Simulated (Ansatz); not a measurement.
# TaIn: relaxing a made-up structure

This structure for TaIn is made up. Its elements were placed in a known structure type with a cell scaled to their sizes. What cell does the guess relax to, and how far off was it?

Program: Ansatz 0.2.0. Level of theory: DFT, r2SCAN, plane-wave PAW, files of the set soft_1, scalar-relativistic, no spin, cell and ions relaxed at zero pressure; PAW set soft_1, in the first sound run; inputs show where later runs differ. Results are calculated unless marked as measured.

## (1) The structure

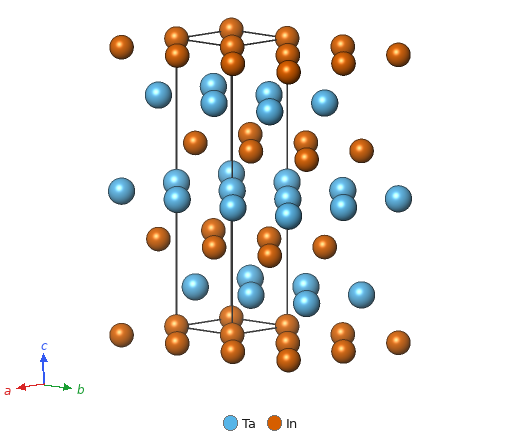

Start, viewed from a free direction; tantalum blue, indium orange. 2×3×1 cells are drawn. This picture shows the conventional cell, with its axes. Some periodic images of atoms are drawn too.

## (2) Relaxing cell and atoms

The guess takes its coordinates from another compound and its volume from a rule, so the cell and any free coordinates are relaxed together.

The input, input.yaml:

```yaml
crystal:
  lattice:
    - [1.573, 0.908171973, 4.904333333]
    - [-1.573, 0.908171973, 4.904333333]
    - [0.0, -1.816343947, 4.904333333]
  atoms:
    - { symbol: Ta, position: [0.5, 0.5, 0.5] }
    - { symbol: In, position: [0.0, 0.0, 0.0] }
kpoints:
  mp_grid: { grid: [10, 10, 10] }
scf:
  occupations: { method: fermi_dirac, width: 0.05 }
hamiltonian:
  xc: r2scan
  pseudopotentials: { kind: paw, azcp: { folder: soft_1 } }
relax:
  f_tol: 0.015
  max_steps: 70
  cell: {}
output:
  forces: true
  stress: true
```

Run with:

```
$ ansatz run input.yaml --threads 4 --pin off --max-ram 8192MiB --backend cpu --events-out ev --progress --plain --runs-dir out
```

Numbers of over 12 decimals in the logs are rounded to 6 here.

What it wrote:

```text
basis.fft_grid_basis auto: the FFT boxes are laid along the combinations [[1, 0, -1], [0, 1, -1], [0, 0, 1]] of the cell's own vectors, 3.146, 3.146 and 5.230 Å long. The dense box has 24×24×40 points. Along the cell's own vectors, as sized, it would have 40×40×40, 2.78 times as many. Of the 12 symmetry operations that the crystal satisfies within crystal.symmetry.tolerance (time reversal apart; of a slab, those that [...]
Engine: ansatz 0.2.0, aarch64-unknown-linux-gnu
Pseudopotentials: kind: paw
Pseudopotential: Ta, paw, valence charge 13, recommended cutoff 500 eV (meta_gga), soft_1/Ta.paw.azcp
Pseudopotential: In, paw, valence charge 13, recommended cutoff 500 eV (meta_gga), soft_1/In.paw.azcp
Functional definition: r2SCAN
  parameter k0 = 0.174
  parameter k1 = 0.065
  parameter a1 = 4.9479
  exchange = r2scan_x(k0 = k0, k1 = k1, a1 = a1)
  correlation = r2scan_c
Crystal: 2 atoms, lattice volume = 42.037 Å³
Basis set: ecut = 500 eV, 1055 PW (Γ), FFT grids on a1−a3, a2−a3, a3, exchange–correlation on 96×96×160 points (64 copies of the dense FFT grid, shifted against one another)
Bands: 17, of which v1, the nominal top of the filled ones, is band 13 counted from 1 (12 counted from 0)
Symmetry: 12 space group operations
Space group: R-3m (ITA 166), of the structure as read, at distance tolerance 3.5e-5 Å
k-points: 116 of 1000
Non-local potential: Ta, projectors of the file, l = 0: 3, l = 1: 2, l = 2: 2, l = 3: 1
Non-local potential: In, projectors of the file, l = 0: 2, l = 1: 2, l = 2: 2, l = 3: 1
PAW form: soft (Blöchl's): semilocal exchange-correlation on the pseudo side does not see the compensation charge
PAW frozen core: Ta, regenerated for the run's functional (the file was generated under x = pbe(κ = 0.804, μ = 0.219515), c = pbe(β = 0.066725))
PAW frozen core: In, regenerated for the run's functional (the file was generated under x = pbe(κ = 0.804, μ = 0.219515), c = pbe(β = 0.066725))
PAW one-centre angular grid: Ta, 590 points (default); XC on 160 Gauss nodes
PAW one-centre angular grid: In, 590 points (default); XC on 160 Gauss nodes
Initial density: superposition of atomic densities (chi_scale 0.1, normalization cell, long waves kept (reshape's long-wave potential 0.00 eV rms))
Initial wavefunctions: pseudopotential atomic-orbital guess
Functional: x = r2scan, c = r2scan; τ floored in thin density (d = 2e-4 eV/Å³)
SCF iter   1: F=—  HF=-15556.902948 eV  |F-HF|=—  |Δ(HF+E_count)|=         —  Δρ=4.34e-2  dr2=2.15e0  dr2_τ=2.12e-2  ethr=3.10e-3  ⟨swp⟩=5.8  Hψ=8975  notcnv=0
preconditioner: auto → Kerker (q_TF=auto, 2.518 Å⁻¹)  [metal: Δε(μ)=0.003 eV  Ē_g=11.454 eV  σ=0.050 eV  W_gap=0.02  n_scr=14 (ndim 8)  ℏωp=24.3 eV  f_vac=0.000  D(μ)=1.87/eV (n_scr^D=16)]
SCF iter   2: F=—  HF=-15556.653401 eV  |F-HF|=—  |Δ(HF+E_count)|=   2.50e-1  Δρ=2.84e-2  dr2=7.72e-1  dr2_τ=5.38e-3  ethr=3.10e-3  ⟨swp⟩=2.1  Hψ=3424  notcnv=0
SCF iter   3: F=—  HF=-15556.570430 eV  |F-HF|=—  |Δ(HF+E_count)|=   8.30e-2  Δρ=7.07e-3  dr2=5.91e-2  dr2_τ=1.83e-3  ethr=2.97e-3  ⟨swp⟩=2.1  Hψ=2774  notcnv=0
SCF iter   4: F=—  HF=-15556.560424 eV  |F-HF|=—  |Δ(HF+E_count)|=   1.00e-2  Δρ=1.41e-3  dr2=6.04e-4  dr2_τ=1.85e-5  ethr=2.27e-4  ⟨swp⟩=2.6  Hψ=3833  notcnv=0
SCF iter   5: F=—  HF=-15556.560763 eV  |F-HF|=—  |Δ(HF+E_count)|=   3.40e-4  Δρ=3.11e-4  dr2=7.39e-5  dr2_τ=3.15e-6  ethr=2.32e-6  ⟨swp⟩=2.4  Hψ=2973  notcnv=0
SCF iter   6: F=—  HF=-15556.560780 eV  |F-HF|=—  |Δ(HF+E_count)|=   1.73e-5  Δρ=9.89e-5  dr2=4.46e-6  dr2_τ=4.62e-7  ethr=2.84e-7  ⟨swp⟩=2.0  Hψ=2432  notcnv=0
SCF iter   7: F=—  HF=-15556.560782 eV  |F-HF|=—  |Δ(HF+E_count)|=   1.91e-6  Δρ=2.01e-5  dr2=1.28e-7  dr2_τ=5.48e-9  ethr=1.72e-8  ⟨swp⟩=2.4  Hψ=2902  notcnv=0
SCF iter   8: F=-15556.560782 eV  HF=-15556.560782 eV  |F-HF|=1.78e-9  |Δ(HF+E_count)|=   9.65e-8  Δρ=3.74e-6  dr2=4.90e-9  dr2_τ=1.96e-10  ethr=3.85e-10  ⟨swp⟩=4.4  Hψ=6204  notcnv=0
SCF 1 converged in 8 iterations: F = -15556.560782 eV  dr2 = 4.90e-9
  greatest PAW one-centre occupation: 0.999 electrons in one spin orbital (limit 2), on the Ta atom at site 0 (counted from 0), in its partial waves of l = 0
relax step   1: F+E_penalty+E_count = -15556.56078248 eV  Δ(F+E_penalty+E_count) = +0.000e0 eV  max|allowed force component| = 4.273e-30 eV/Å  Δτ_max = 0.0000 Å  P = -8.057 GPa  Ω = 42.037 Å³  (8 SCF iters, dr2 threshold 1.00e-7 eV, accepted)
Crystal: 2 atoms, lattice volume = 37.640 Å³
Basis set: ecut = 500 eV, 1001 PW (Γ), FFT grids on a1−a3, a2−a3, a3, exchange–correlation on 96×96×160 points (64 copies of the dense FFT grid, shifted against one another)
Initial density: handed on by an earlier stage of this run
Initial wavefunctions: those handed on with the density
iter 1 solved again at ethr=4.94e-4 eV; its pass at ethr=3.10e-3 eV (dr2=1.28e-1 eV) is discarded
SCF iter   1: F=—  HF=-15556.332046 eV  |F-HF|=—  |Δ(HF+E_count)|=         —  Δρ=9.25e-3  dr2=1.29e-1  dr2_τ=2.42e-1  ethr=4.94e-4  ⟨swp⟩=1.0  Hψ=12224  notcnv=0
preconditioner: auto → none  [metal: Δε(μ)=0.051 eV  Ē_g=12.917 eV  σ=0.050 eV  W_gap=0.25  n_scr=8 (ndim 8)  ℏωp=25.7 eV  f_vac=0.000  D(μ)=0.77/eV (n_scr^D=2)]
SCF iter   2: F=—  HF=-15556.634275 eV  |F-HF|=—  |Δ(HF+E_count)|=   3.02e-1  Δρ=8.26e-3  dr2=9.70e-2  dr2_τ=6.94e-3  ethr=4.94e-4  ⟨swp⟩=3.7  Hψ=4170  notcnv=0
SCF iter   3: F=—  HF=-15556.613170 eV  |F-HF|=—  |Δ(HF+E_count)|=   2.11e-2  Δρ=2.28e-3  dr2=1.93e-3  dr2_τ=9.90e-5  ethr=3.73e-4  ⟨swp⟩=2.1  Hψ=3303  notcnv=0
SCF iter   4: F=—  HF=-15556.613811 eV  |F-HF|=—  |Δ(HF+E_count)|=   6.41e-4  Δρ=8.62e-4  dr2=1.18e-3  dr2_τ=3.70e-5  ethr=7.41e-6  ⟨swp⟩=2.0  Hψ=3389  notcnv=0
SCF iter   5: F=—  HF=-15556.613615 eV  |F-HF|=—  |Δ(HF+E_count)|=   1.95e-4  Δρ=3.00e-4  dr2=1.39e-4  dr2_τ=1.10e-6  ethr=4.54e-6  ⟨swp⟩=1.3  Hψ=2019  notcnv=0
SCF iter   6: F=—  HF=-15556.613590 eV  |F-HF|=—  |Δ(HF+E_count)|=   2.48e-5  Δρ=9.82e-5  dr2=1.19e-5  dr2_τ=9.86e-8  ethr=5.34e-7  ⟨swp⟩=1.6  Hψ=2094  notcnv=0
SCF iter   7: F=—  HF=-15556.613588 eV  |F-HF|=—  |Δ(HF+E_count)|=   2.03e-6  Δρ=2.84e-5  dr2=7.18e-7  dr2_τ=7.79e-9  ethr=4.58e-8  ⟨swp⟩=2.0  Hψ=2225  notcnv=0
SCF iter   8: F=-15556.613588 eV  HF=-15556.613588 eV  |F-HF|=9.93e-10  |Δ(HF+E_count)|=   7.35e-8  Δρ=4.33e-6  dr2=5.03e-9  dr2_τ=3.21e-10  ethr=7.69e-10  ⟨swp⟩=4.9  Hψ=6397  notcnv=0
SCF 2 converged in 8 iterations: F = -15556.613588 eV  dr2 = 5.03e-9
relax step   2: F+E_penalty+E_count = -15556.61358831 eV  Δ(F+E_penalty+E_count) = -5.281e-2 eV  max|allowed force component| = 1.367e-28 eV/Å  Δτ_max = 0.0000 Å  P = +7.498 GPa  Ω = 37.640 Å³  energy of the carried Pulay correction = +6.440e-4 eV  (8 SCF iters, dr2 threshold 2.00e-7 eV, accepted)
Crystal: 2 atoms, lattice volume = 39.628 Å³
Basis set: ecut = 500 eV, 1031 PW (Γ), FFT grids on a1−a3, a2−a3, a3, exchange–correlation on 96×96×160 points (64 copies of the dense FFT grid, shifted against one another)
iter 1 solved again at ethr=1.26e-4 eV; its pass at ethr=3.10e-3 eV (dr2=3.28e-2 eV) is discarded
SCF iter   1: F=—  HF=-15556.571812 eV  |F-HF|=—  |Δ(HF+E_count)|=         —  Δρ=4.55e-3  dr2=3.28e-2  dr2_τ=5.36e-2  ethr=1.26e-4  ⟨swp⟩=1.0  Hψ=12413  notcnv=0
preconditioner: auto → Kerker (q_TF=auto, 2.543 Å⁻¹)  [metal: Δε(μ)=0.006 eV  Ē_g=12.993 eV  σ=0.050 eV  W_gap=0.03  n_scr=14 (ndim 8)  ℏωp=25.0 eV  f_vac=0.000  D(μ)=1.34/eV (n_scr^D=8)]
SCF iter   2: F=—  HF=-15556.655498 eV  |F-HF|=—  |Δ(HF+E_count)|=   8.37e-2  Δρ=2.72e-3  dr2=1.35e-2  dr2_τ=1.27e-4  ethr=1.26e-4  ⟨swp⟩=2.9  Hψ=3544  notcnv=0
SCF iter   3: F=—  HF=-15556.652980 eV  |F-HF|=—  |Δ(HF+E_count)|=   2.52e-3  Δρ=7.56e-4  dr2=2.55e-4  dr2_τ=7.69e-5  ethr=5.18e-5  ⟨swp⟩=2.0  Hψ=2744  notcnv=0
SCF iter   4: F=—  HF=-15556.653005 eV  |F-HF|=—  |Δ(HF+E_count)|=   2.50e-5  Δρ=2.70e-4  dr2=4.01e-5  dr2_τ=2.70e-6  ethr=9.81e-7  ⟨swp⟩=2.9  Hψ=3359  notcnv=0
SCF iter   5: F=—  HF=-15556.652996 eV  |F-HF|=—  |Δ(HF+E_count)|=   9.15e-6  Δρ=3.50e-5  dr2=6.89e-7  dr2_τ=1.75e-7  ethr=1.54e-7  ⟨swp⟩=2.0  Hψ=3315  notcnv=0
SCF iter   6: F=-15556.652996 eV  HF=-15556.652996 eV  |F-HF|=1.74e-8  |Δ(HF+E_count)|=   1.50e-7  Δρ=1.22e-5  dr2=5.46e-8  dr2_τ=2.14e-9  ethr=7.69e-10  ⟨swp⟩=4.6  Hψ=6640  notcnv=0
SCF 3 converged in 6 iterations: F = -15556.652996 eV  dr2 = 5.46e-8
relax step   3: F+E_penalty+E_count = -15556.65299626 eV  Δ(F+E_penalty+E_count) = -3.941e-2 eV  max|allowed force component| = 2.524e-29 eV/Å  Δτ_max = 0.0000 Å  P = -0.727 GPa  Ω = 39.628 Å³  energy of the carried Pulay correction = +3.448e-4 eV  (6 SCF iters, dr2 threshold 2.00e-7 eV, accepted)
Crystal: 2 atoms, lattice volume = 39.478 Å³
iter 1 solved again at ethr=1.26e-6 eV; its pass at ethr=3.10e-3 eV (dr2=3.28e-4 eV) is discarded
SCF iter   1: F=—  HF=-15556.653060 eV  |F-HF|=—  |Δ(HF+E_count)|=         —  Δρ=6.41e-4  dr2=3.52e-4  dr2_τ=5.89e-4  ethr=1.26e-6  ⟨swp⟩=2.0  Hψ=11608  notcnv=0
preconditioner: auto → Kerker (q_TF=auto, 2.545 Å⁻¹)  [metal: Δε(μ)=0.074 eV  Ē_g=12.881 eV  σ=0.050 eV  W_gap=0.35  n_scr=14 (ndim 8)  ℏωp=25.1 eV  f_vac=0.000  D(μ)=0.95/eV (n_scr^D=2)]
SCF iter   2: F=—  HF=-15556.653797 eV  |F-HF|=—  |Δ(HF+E_count)|=   7.37e-4  Δρ=3.03e-4  dr2=1.19e-4  dr2_τ=3.20e-6  ethr=1.26e-6  ⟨swp⟩=2.0  Hψ=3282  notcnv=0
SCF iter   3: F=—  HF=-15556.653778 eV  |F-HF|=—  |Δ(HF+E_count)|=   1.94e-5  Δρ=9.03e-5  dr2=6.96e-6  dr2_τ=8.71e-7  ethr=4.58e-7  ⟨swp⟩=1.9  Hψ=2195  notcnv=0
SCF iter   4: F=—  HF=-15556.653777 eV  |F-HF|=—  |Δ(HF+E_count)|=   5.91e-7  Δρ=3.03e-5  dr2=4.21e-7  dr2_τ=3.00e-8  ethr=2.68e-8  ⟨swp⟩=2.0  Hψ=2266  notcnv=0
SCF iter   5: F=-15556.653777 eV  HF=-15556.653777 eV  |F-HF|=2.54e-9  |Δ(HF+E_count)|=   3.52e-8  Δρ=6.42e-6  dr2=1.98e-8  dr2_τ=7.81e-10  ethr=7.69e-10  ⟨swp⟩=4.3  Hψ=7010  notcnv=0
SCF 4 converged in 5 iterations: F = -15556.653777 eV  dr2 = 1.98e-8
relax step   4: F+E_penalty+E_count = -15556.65377725 eV  Δ(F+E_penalty+E_count) = -7.810e-4 eV  max|allowed force component| = 1.473e-29 eV/Å  Δτ_max = 0.0000 Å  P = -0.167 GPa  Ω = 39.478 Å³  energy of the carried Pulay correction = +3.670e-4 eV  (5 SCF iters, dr2 threshold 2.00e-7 eV, accepted)
Crystal: 2 atoms, lattice volume = 39.435 Å³
iter 1 solved again at ethr=3.60e-8 eV; its pass at ethr=3.10e-3 eV (dr2=9.37e-6 eV) is discarded
SCF iter   1: F=—  HF=-15556.653774 eV  |F-HF|=—  |Δ(HF+E_count)|=         —  Δρ=8.21e-5  dr2=1.05e-5  dr2_τ=2.29e-5  ethr=3.60e-8  ⟨swp⟩=2.0  Hψ=11402  notcnv=0
preconditioner: auto → Kerker (q_TF=auto, 2.545 Å⁻¹)  [metal: Δε(μ)=0.067 eV  Ē_g=12.892 eV  σ=0.050 eV  W_gap=0.32  n_scr=14 (ndim 8)  ℏωp=25.1 eV  f_vac=0.000  D(μ)=1.00/eV (n_scr^D=2)]
SCF iter   2: F=—  HF=-15556.653810 eV  |F-HF|=—  |Δ(HF+E_count)|=   3.53e-5  Δρ=5.01e-5  dr2=4.32e-6  dr2_τ=4.93e-8  ethr=3.60e-8  ⟨swp⟩=2.2  Hψ=3322  notcnv=0
SCF iter   3: F=-15556.653809 eV  HF=-15556.653809 eV  |F-HF|=1.72e-9  |Δ(HF+E_count)|=   7.92e-7  Δρ=1.19e-5  dr2=6.55e-8  dr2_τ=1.97e-8  ethr=4.08e-10  ⟨swp⟩=3.9  Hψ=7974  notcnv=0
SCF 5 converged in 3 iterations: F = -15556.653809 eV  dr2 = 6.55e-8
relax step   5: F+E_penalty+E_count = -15556.65380880 eV  Δ(F+E_penalty+E_count) = -3.156e-5 eV  max|allowed force component| = 3.287e-31 eV/Å  Δτ_max = 0.0000 Å  P = -0.012 GPa  Ω = 39.435 Å³  energy of the carried Pulay correction = +3.733e-4 eV  (3 SCF iters, dr2 threshold 1.06e-7 eV, accepted)
Initial wavefunctions: pseudopotential atomic-orbital guess (no wavefunctions were taken with the density)
iter 1 solved again at ethr=5.53e-9 eV; its pass at ethr=3.10e-3 eV (dr2=1.44e-6 eV) is discarded
SCF iter   1: F=—  HF=-15556.653484 eV  |F-HF|=—  |Δ(HF+E_count)|=         —  Δρ=9.40e-5  dr2=4.36e-7  dr2_τ=4.05e-6  ethr=5.53e-9  ⟨swp⟩=3.6  Hψ=15948  notcnv=0
preconditioner: auto → Kerker (q_TF=auto, 2.545 Å⁻¹)  [metal: Δε(μ)=0.067 eV  Ē_g=12.895 eV  σ=0.050 eV  W_gap=0.32  n_scr=14 (ndim 8)  ℏωp=25.1 eV  f_vac=0.000  D(μ)=1.00/eV (n_scr^D=2)]
SCF iter   2: F=—  HF=-15556.653485 eV  |F-HF|=—  |Δ(HF+E_count)|=   8.56e-7  Δρ=5.01e-5  dr2=1.61e-7  dr2_τ=1.22e-7  ethr=1.68e-9  ⟨swp⟩=2.1  Hψ=3135  notcnv=0
SCF iter   3: F=—  HF=-15556.653485 eV  |F-HF|=—  |Δ(HF+E_count)|=   1.35e-7  Δρ=3.20e-6  dr2=3.30e-9  dr2_τ=1.47e-9  ethr=6.17e-10  ⟨swp⟩=2.1  Hψ=2399  notcnv=0
SCF iter   4: F=—  HF=-15556.653485 eV  |F-HF|=—  |Δ(HF+E_count)|=   1.83e-9  Δρ=1.13e-6  dr2=6.86e-10  dr2_τ=3.93e-11  ethr=1.27e-11  ⟨swp⟩=2.1  Hψ=3222  notcnv=0
SCF iter   5: F=-15556.653485 eV  HF=-15556.653485 eV  |F-HF|=1.46e-11  |Δ(HF+E_count)|=  2.18e-11  Δρ=2.32e-7  dr2=1.87e-11  dr2_τ=3.12e-12  ethr=1.00e-12  ⟨swp⟩=4.6  Hψ=10442  notcnv=0
SCF 6 converged in 5 iterations: F = -15556.653485 eV  dr2 = 1.87e-11
relax step   6: F+E_penalty+E_count = -15556.65348542 eV  Δ(F+E_penalty+E_count) = +3.234e-4 eV  max|allowed force component| = 3.366e-29 eV/Å  Δτ_max = 0.0000 Å  P = -0.016 GPa  Ω = 39.435 Å³  stress off target by 2.51e-2 GPa  SCF on the basis re-selected at this cell (its energy is not comparable with the rows above)  (5 SCF iters)
basis re-selected at this cell: Δ(F+E_penalty+E_count) = +3.234e-4 eV, ΔP = -0.004 GPa vs the last step (what re-selecting the basis moved, of the pressure what is left beyond the Pulay correction that the steps carried, after the strain that the cell walked since its last selection, with what the two solves' SCF thresholds leave and, on support functions, any second-order correction that the steps lacked; it is no m [...]
SCF converged after 5 iterations
Free energy (F): -15556.653485 eV
Harris-Foulkes:  -15556.653485 eV  (|F-HF|=1.46e-11)
Internal energy: -15556.644852 eV  (E = F + TS)
E sigma→0 (E₀):  -15556.649169 eV
Entropy (-TS):   -0.008634 eV (-4.317 meV/atom)
Fermi energy:    15.817461 eV
--- Per-component energies (eV) ---
  E_band       = -119.353438
  E_kinetic    = 612.770854
  E_local      = -1436.082967  (includes V_loc(G=0)·N_el)
  E_nonlocal   = 315.984966
  E_hartree    = 557.323992
  E_xc         = -437.373864
  E_vxc        = -355.179627  (∫ρ·V_xc dr)
  E_paw        = -12567.795527  (= ΣΔE_a)
  E_vpaw       = -391.191330  (= ΣTr[D̂ρ^β])
  E_aug_tail   = -0.000015  (compensation charges beyond the density's cutoff)
  E_vtau       = 19.696697  (kinetic-family band-sum trace: ∫τ·v_τ [+ j·A + Jᵃ·Aᵃ] dr)
  E_ewald      = -2601.681304
  E_core_change = 0.209012  (= ΣΔE_core)
  E_smearing   = -0.008634  (= −TS)
  E_closure    = -0.000000  (closes the sum)
  Σ components = -15556.653485   (vs F -15556.653485, Δ=0.00e0)
--- Forces (eV/Å), atoms counted from 1 ---
  atom   1  Ta     0.00000000     0.00000000     0.00000000
  atom   2  In     0.00000000     0.00000000     0.00000000
  max |Σ_I F_I| component: 6.73e-29 eV/Å
--- Stress (GPa, compression-positive) ---
       -0.011136       0.000000       0.000000
        0.000000      -0.011136       0.000000
        0.000000       0.000000      -0.025096
  P = ⅓ Tr σ = -0.0158 GPa (-0.158 kbar)
--- Relaxed structure (5 steps of the walk, 5 accepted, 1 SCFs on fresh bases) ---
  F+E_penalty+E_count = -15556.65348542 eV   max|allowed force component| = 3.366e-29 eV/Å   (the final SCF, on the basis selected at the relaxed cell)
  cell:  # Å, volume = 39.4354 Å³
    - [1.521034, 0.878169, 4.920595]
    - [-1.521034, 0.878169, 4.920595]
    - [0, -1.756339, 4.920595]
  atoms:
    - { symbol: Ta, position: [0.500000, 0.500000, 0.5] }
    - { symbol: In, position: [0, 0, 0] }
```

The job ended after 21 s (4 threads of Arm Neoverse N1, shared host; peak memory 0.49 GiB; 80 s of CPU time).

Step by step:

```csv
step,energy less that of the first step (eV),largest force component (eV/Å),pressure (GPa),volume (Å³)
1,0.0000,0.0000,-8.06,42.04
2,-0.0528,0.0000,7.50,37.64
3,-0.0922,0.0000,-0.73,39.63
4,-0.0930,0.0000,-0.17,39.48
5,-0.0930,0.0000,-0.01,39.44
6*,-0.0927,0.0000,-0.02,39.44
```

Relaxation steps marked * repeat the geometry before them on a plane-wave basis chosen anew for their cell, so energy and pressure can jump there.

The run keeps the 12 symmetry operations that it works with, so distortions that break them were not tested.

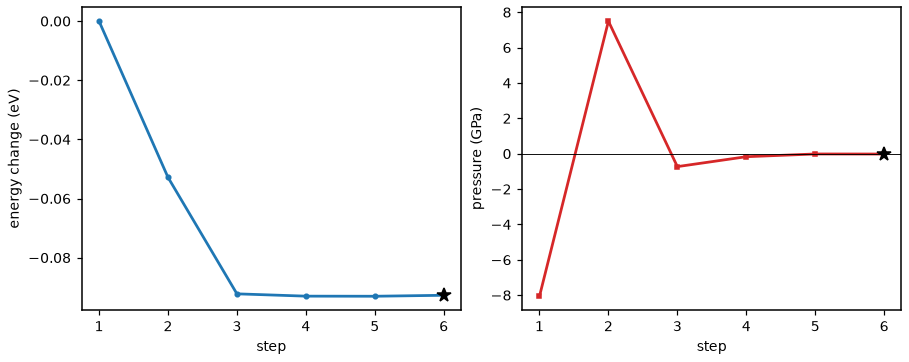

Energy and pressure along the relaxation. Stars mark steps on a basis chosen anew.

```csv
"conventional cell, symmetrised",before,after,change
a (Å),3.146,3.042,-3.3 %
b (Å),3.146,3.042,-3.3 %
c (Å),14.713,14.762,+0.3 %
volume (Å³/atom),21.02,19.72,-6.2 %
```

Final coordinates:

```xyz
2
Lattice="1.5210 0.8782 4.9206 -1.5210 0.8782 4.9206 0.0000 -1.7563 4.9206" Properties=species:S:1:pos:R:3 pbc="T T T"
Ta    0.0000    0.0000    7.3809
In    0.0000    0.0000    0.0000
```

This step gave:

* free energy: -15556.6535 eV
* energy at zero smearing: -15556.6492 eV
* smearing term TS: 0.008634 eV
* Fermi energy: 15.82 eV
* electrons: 26
* symmetry operations: 12
* pressure: -0.01579 GPa

Shortest distances by pair of elements, guess and relaxed (not always the same contact):

```csv
pair,guess (Å),relaxed (Å)
In–Ta,3.052,3.023
Ta–Ta,3.146,3.042
In–In,3.146,3.042
```

The relaxation ends with a pressure of -0.02 GPa.

[end of part 1 of 2]

[Logs are printed without paths, hosts, clocks, repeated set-up lines and the standing remarks that a program may print on its own settings, such as how far it seeks lower states.]

[Hosts, paths, dates, database ids (printed as entryN), source tags and the programs' standing remarks are cut or masked in the printed files.]
